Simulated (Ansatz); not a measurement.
```yaml
crystal:
  lattice:
    - [5.85397, 0.00000, 0.00000]
    - [0.00000, 5.85397, 0.00000]
    - [0.00000, 0.00000, 5.85397]
  atoms:
    - { symbol: Li, position: [0.25000, 0.25000, 0.25000] }
    - { symbol: Li, position: [0.75000, 0.75000, 0.75000] }
    - { symbol: Li, position: [0.75000, 0.25000, 0.25000] }
    - { symbol: Li, position: [0.25000, 0.75000, 0.75000] }
    - { symbol: Li, position: [0.25000, 0.25000, 0.75000] }
    - { symbol: Li, position: [0.75000, 0.75000, 0.25000] }
    - { symbol: Li, position: [0.25000, 0.75000, 0.25000] }
    - { symbol: Li, position: [0.75000, 0.25000, 0.75000] }
    - { symbol: Ru, position: [0.00000, 0.00000, 0.00000] }
    - { symbol: Ru, position: [0.50000, 0.50000, 0.50000] }
```

Space group Im-3m; a structure generated by program, which may or may not match a known phase; spin-polarised.

These are results of DFT PBE, scalar-relativistic, plane waves, PAW (Ansatz), not measurements.

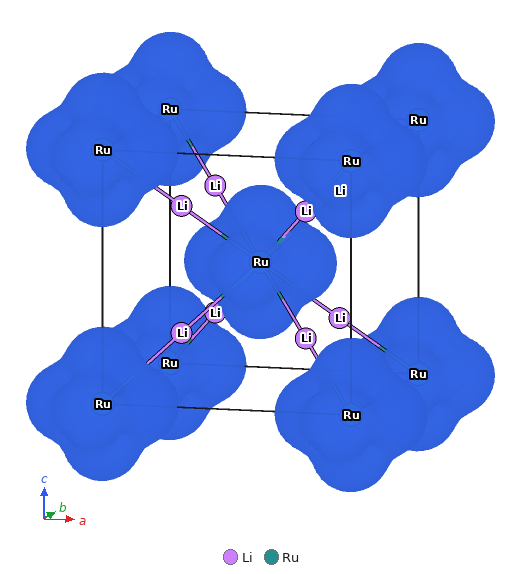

Li4Ru. Isosurface of the spin density at +0.008 e/Å³ (blue), seen slightly off an axis. Sticks mark near contacts.

The density is the valence pseudo-density of a PAW calculation; it isn't the true density close to the nuclei.

> Where is the spin, and how is it ordered?

The spin density sits on Ru: +0.8 μB (×2) in one cell of 10 atoms: parallel main moments, as they must be, since the calculation's own cell holds one magnetic site. The cell of the calculation (5 atoms) carries 0.8 μB of net spin moment.
